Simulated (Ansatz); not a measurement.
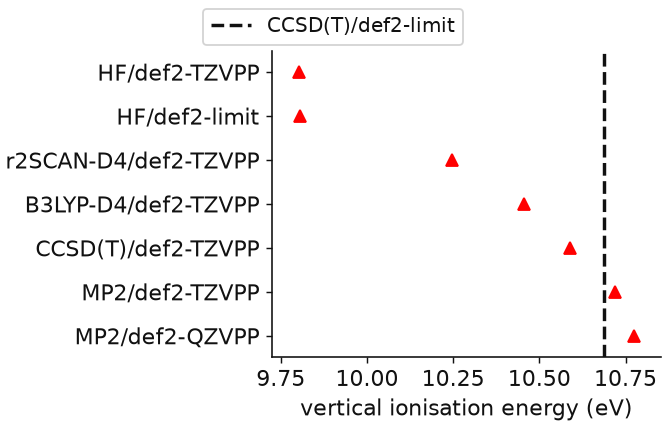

Vertical ionisation energy of C₂H₆BN, SMILES [BH3-]C#[N+]C, taken as the energy of the cation less that of the neutral at fixed geometry (unrestricted doublet cation, cores frozen in correlated methods, no spin-orbit coupling), the Ansatz code, at a PBE0-D4/def2-TZVP geometry (a minimum by its frequencies). Limit means an estimate of the basis limit from triple and quadruple zeta; for coupled cluster it is either extrapolated directly or built as the MP2 limit plus the step from MP2 in triple zeta. The distance of CCSD(T)/def2-TZVPP, MP2/def2-TZVPP and MP2/def2-QZVPP to the limit includes basis error.

Q: What range do the values span, the line included?

A: From 9.80 eV (HF/def2-TZVPP) to 10.77 eV (MP2/def2-QZVPP).

Q: Give the values.

A:
```
               level     eV  less CCSD(T)/def2-limit
       HF/def2-TZVPP   9.80                    −0.88
       HF/def2-limit   9.80                    −0.88
r2SCAN-D4/def2-TZVPP  10.25                    −0.44
 B3LYP-D4/def2-TZVPP  10.46                    −0.23
  CCSD(T)/def2-TZVPP  10.59                    −0.10
      MP2/def2-TZVPP  10.72                     0.03
      MP2/def2-QZVPP  10.77                     0.09
  CCSD(T)/def2-limit  10.69                     0.00
```
